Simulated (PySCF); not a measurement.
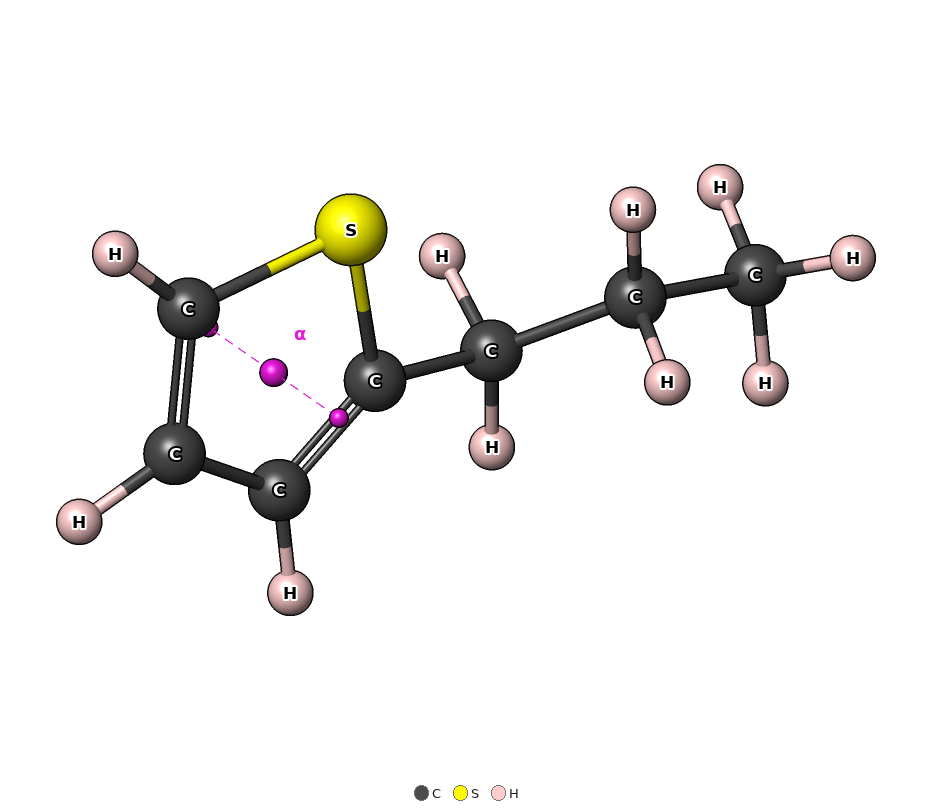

The small points mark where nucleus-independent chemical shifts (NICS) were computed: at the centre of each lettered ring and 1 Å above and below it. Geometry: a frame of a GFN2-xTB molecular-dynamics simulation, not a minimum. Level of theory: GIAO PBE0/pcSseg-1 NMR shielding, non-relativistic, gas phase (PySCF 2.14.0).

Give NICS(0), NICS(1) and the out-of-plane component NICS(1)zz for each ring (means of the two sides).

```csv
ring,members,NICS(0),NICS(1),NICS(1)zz
α,C4S,−10.8,−10.0,−22.4
```

Values in ppm.

### What do the values say about the ring currents?

Ring α: diatropic, as in an aromatic ring. NICS is one index among several.
